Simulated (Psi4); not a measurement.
# SiH2F2 (SMILES F[SiH2]F) at TPSSh/aug-cc-pVDZ

What is the vertical electron affinity of SiH2F2 at TPSSh/aug-cc-pVDZ? 

Program for the calculation: Psi4 1.11.

## (1) The structure to begin with

SiH2F2: 5 atoms, total charge 0, spin state singlet. SMILES: `F[SiH2]F`. Geometry: relaxed at PBE0-D4/def2-TZVP.

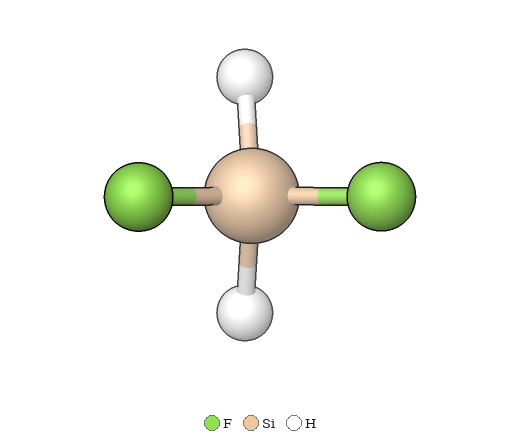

The structure, seen from a chosen angle (fluorine green, silicon light orange, hydrogen white).

## (2) The energy at TPSSh/aug-cc-pVDZ

The input, input.in:

```
memory 2.2 GB

molecule m {
  0 1
  F     -1.079010     0.538200     0.980720
  Si    -0.005220    -0.000540    -0.054090
  F      1.247630    -0.520590     0.766910
  H     -0.590470    -1.138740    -0.786300
  H      0.427070     1.121680    -0.907250
  units angstrom
  symmetry c1
}

set basis aug-cc-pVDZ
set puream true
set e_convergence 1e-09
set d_convergence 1e-08
set scf_type pk
set dft_radial_points 99
set dft_spherical_points 590

E, wfn = energy('tpssh', return_wfn=True)
oeprop(wfn, 'QUADRUPOLE', 'LOWDIN_CHARGES', 'WIBERG_LOWDIN_INDICES')
```

On the command line:

```sh
$ psi4 -i input.in -o input.out -n 1
```

input.out (excerpt; [...] marks lines left out):

```text
[...]
  Running in c1 symmetry.
[...]
  Nuclear repulsion =  118.741930693433218
[...]
  Multiplicity = 1
[...]
  Nalpha       = 17
  Nbeta        = 17
[...]
    Number of basis functions: 91
[...]
   @RKS iter   1:  -490.43012668999313   -3.57545e-01   5.83006e-03 ADIIS/DIIS
[...]
   @RKS iter  10:  -490.52264510556006   -5.74119e-12   4.28370e-09 DIIS
[...]
    Orbital Energies [Eh]
    ---------------------
    Doubly Occupied:
       1A    -66.099247     2A    -24.635104     3A    -24.635101
       4A     -5.308968     5A     -3.659857     6A     -3.657300
       7A     -3.653911     8A     -1.197554     9A     -1.179649
      10A     -0.568748    11A     -0.483788    12A     -0.465825
      13A     -0.460791    14A     -0.419434    15A     -0.408432
      16A     -0.403345    17A     -0.339119
[...]
  @RKS Final Energy:  -490.52264510556006
   => Energetics <=
    Nuclear Repulsion Energy =            118.7419306934332184
    One-Electron Energy =                -917.0660321527105907
    Two-Electron Energy =                 346.3720097503575630
    DFT Exchange-Correlation Energy =     -38.5705533966402641
    Empirical Dispersion Energy =           0.0000000000000000
    VV10 Nonlocal Energy =                  0.0000000000000000
    Total Energy =                       -490.5226451055600592
[...]
 Multipole Moments:
 ------------------------------------------------------------------------------------
     Multipole            Electronic (a.u.)      Nuclear  (a.u.)        Total (a.u.)
 ------------------------------------------------------------------------------------
 L = 1.  Multiply by 2.5417464519 to convert [e a0] to [Debye]
 Dipole X            :          0.2561719           -0.3127915           -0.0566197
 Dipole Y            :          0.0267637           -0.0326621           -0.0058984
 Dipole Z            :          2.6551711           -3.2418887           -0.5867176
 Magnitude           :                                                    0.5894727
 L = 2.  Multiply by 1.3450342976 to convert [e a0^2] to [Debye ang]
 Quadrupole XX       :       -108.2642664           89.1750188          -19.0892475
 Quadrupole XY       :         36.3194356          -35.4447282            0.8747074
[...]
```

It took 23 s on 1 thread of Intel Xeon 6975P-C (Granite Rapids), shared host; peak memory 1.3 GiB.

## (3) The doublet anion at the same level

The input, run.py:

```python
import psi4

psi4.set_memory(2200000000)
psi4.set_num_threads(1)
psi4.set_output_file('psi4.out', False)

m = psi4.geometry("""
-1 2
F
Si 1 1.585591
F 2 1.5856 1 107.97573
H 2 1.474499 1 108.51585 3 117.43526
H 2 1.474495 4 114.61632 1 -121.45526
symmetry c1
no_reorient
no_com
""")

psi4.set_options({
    'reference': 'uks',
    'puream': True,
    'e_convergence': 1e-09,
    'd_convergence': 1e-08,
    'scf_type': 'pk',
    'dft_radial_points': 99,
    'dft_spherical_points': 590,
    'maxiter': 100,
})

E, wfn = psi4.energy("tpssh/aug-cc-pVDZ", return_wfn=True)
psi4.oeprop(wfn, "WIBERG_LOWDIN_INDICES", "DIPOLE", "LOWDIN_CHARGES")
print('E =', round(E, 9))
for k, v in sorted(psi4.core.scalar_variables().items()):
    print(f'{k:45s} {v:18.10f}')
```

On the command line:

```sh
$ python run.py
```

psi4.out (excerpt; [...] marks lines left out):

```text
[...]
  Running in c1 symmetry.
[...]
  Nuclear repulsion =  118.741904054613244
[...]
  Multiplicity = 2
[...]
  Nalpha       = 18
  Nbeta        = 17
[...]
    Number of basis functions: 91
[...]
   @UKS iter   1:  -490.26990247207709   -1.97321e-01   6.89330e-03 DIIS/ADIIS
[...]
   @UKS iter  14:  -490.49318107435715   -5.11591e-12   3.07507e-09 DIIS
[...]
   @S^2 Observed:                7.500956024E-01
[...]
    Orbital Energies [Eh]
    ---------------------
    Alpha Occupied:
       1A    -65.957991     2A    -24.502063     3A    -24.502060
       4A     -5.168518     5A     -3.519497     6A     -3.516663
       7A     -3.513375     8A     -1.064608     9A     -1.046865
      10A     -0.434407    11A     -0.351684    12A     -0.332303
      13A     -0.326336    14A     -0.286738    15A     -0.276544
      16A     -0.268576    17A     -0.200849    18A      0.067287
    Alpha Virtual:
      19A      0.092728    20A      0.094055    21A      0.096547
      22A      0.121456    23A      0.168078    24A      0.172396
      25A      0.175373    26A      0.230306    27A      0.243362
[...]
  @UKS Final Energy:  -490.49318107435715
   => Energetics <=
    Nuclear Repulsion Energy =            118.7419040546132436
    One-Electron Energy =                -921.6432699164224687
    Two-Electron Energy =                 351.0552447124466084
    DFT Exchange-Correlation Energy =     -38.6470599249945153
    Empirical Dispersion Energy =           0.0000000000000000
    VV10 Nonlocal Energy =                  0.0000000000000000
    Total Energy =                       -490.4931810743571532
[...]
 Multipole Moments:
 ------------------------------------------------------------------------------------
     Multipole            Electronic (a.u.)      Nuclear  (a.u.)        Total (a.u.)
 ------------------------------------------------------------------------------------
 L = 1.  Multiply by 2.5417464519 to convert [e a0] to [Debye]
 Dipole X            :          0.0000183            0.0000085            0.0000269
 Dipole Y            :         -2.8781336            2.6346512           -0.2434823
 Dipole Z            :         -2.0919770            1.9150363           -0.1769407
 Magnitude           :                                                    0.3009845
[...]
```

The script printed:

```text
E = -490.493181074
CURRENT ENERGY                                   -490.4931810744
CURRENT REFERENCE ENERGY                         -490.4931810744
DD SOLVATION ENERGY                                 0.0000000000
DFT FUNCTIONAL TOTAL ENERGY                      -490.4931810744
DFT TOTAL ENERGY                                 -490.4931810744
DFT VV10 ENERGY                                     0.0000000000
DFT XC ENERGY                                     -38.6470599250
GRID ELECTRONS ALPHA                               18.0000949635
GRID ELECTRONS BETA                                16.9999979185
GRID ELECTRONS TOTAL                               35.0000928820
NUCLEAR REPULSION ENERGY                          118.7419040546
ONE-ELECTRON ENERGY                              -921.6432699164
PCM POLARIZATION ENERGY                             0.0000000000
PE ENERGY                                           0.0000000000
SCF ITERATION ENERGY                             -490.4931810744
SCF ITERATIONS                                     14.0000000000
SCF TOTAL ENERGY                                 -490.4931810744
TWO-ELECTRON ENERGY                               351.0552447124
XC GRID RADIAL POINTS                              99.0000000000
XC GRID SPHERICAL POINTS                          590.0000000000
XC GRID TOTAL POINTS                           283779.0000000000
```

Run time: 44 s. Hardware: 1 thread of Intel Xeon 6975P-C (Granite Rapids), shared host; peak memory 1.3 GiB.

## (4) Results

Level: TPSSh/aug-cc-pVDZ.

| quantity | value |
| --- | --- |
| singlet SiH2F2: total energy | -490.52265 Eh |
| singlet SiH2F2: dipole moment | 1.50 D |
| singlet SiH2F2: HOMO energy | -9.23 eV |
| singlet SiH2F2: LUMO energy | -0.36 eV |
| singlet SiH2F2: HOMO–LUMO gap | 8.86 eV |
| doublet anion: total energy | -490.49318 Eh |
| doublet anion: HOMO energy (highest over α and β) | 1.83 eV |
| doublet anion: LUMO energy (lowest over α and β) | 2.52 eV |
| doublet anion: ⟨S²⟩ | 0.750 |
| vertical electron affinity (to the doublet anion) | -0.802 eV |

What this shows: The anion lies 0.80 eV (77.4 kJ/mol) above the neutral: the electron isn't bound at this level, and such a value depends on the basis. The HOMO (doublet anion) lies at positive energy, 1.83 eV; only total energies tell whether the electron is bound.
